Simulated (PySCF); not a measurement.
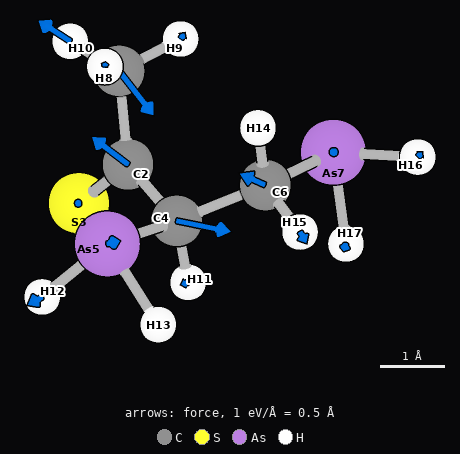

Starting geometry of C$_{4}$H$_{10}$As$_{2}$S with the computed forces as blue arrows. A ball-and-stick model, seen at a tilt.

The start comes from GFN2-xTB. Its atoms were then displaced at random by about 0.01 Å.

All numbers below come from PBE0-D3(BJ)/def2-SVP geometry optimisation, gas phase in PySCF. 

**What follows when this structure is relaxed?**

It isn't relaxed: the largest force vector, on a C atom, is 2.21 eV/Å. The final displacements have little in common with the starting forces (cosine between the two patterns 0.22). After 6 geometry steps the energy has fallen by 0.144 eV. The atom that moves furthest after the best rigid fit is the S atom (0.13 Å). By element the largest moves are S 0.13 Å, H 0.10 Å, As 0.08 Å, C 0.07 Å. Near-neighbour distances that change, for instance: C–C 1.451 → 1.498 Å, C–H 1.055 → 1.096 Å, As–H 1.491 → 1.524 Å, C–C 1.554 → 1.524 Å. Among the angles between lasting bonds that change: C–C–H 107.1° → 110.9°, H–As–H 88.9° → 92.4°, C–C–H 108.2° → 111.3°.
